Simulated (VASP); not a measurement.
```
La
1.0
    1.90148    -3.29346     0.00000
    1.90148     3.29346     0.00000
    0.00000     0.00000    12.30965
La
4
Direct
  0.00000   0.00000   0.50000
  0.00000   0.00000   0.00000
  0.33333   0.66667   0.25000
  0.66667   0.33333   0.75000
```

Method: revPBE GGA, VASP's PBE PAW potentials (set 64) (plane waves; VASP). Settings: 520 eV cut-off, 10×10×3 Γ-centred mesh, tetrahedra with Blöchl corrections, potentials La.

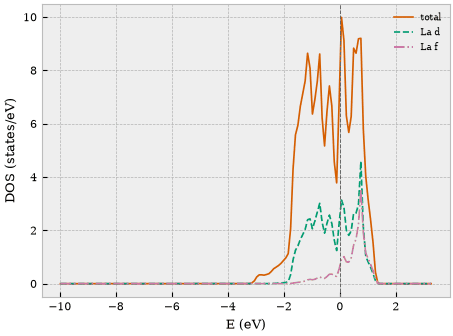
Figure. Total and projected density of states, zero at the Fermi level

Within 2 eV below the Fermi level the largest weight inside VASP's projection spheres is La d.

It has no gap at this level: it comes out as a metal or semimetal.

The compound is La in the dhcp structure. It was relaxed first.
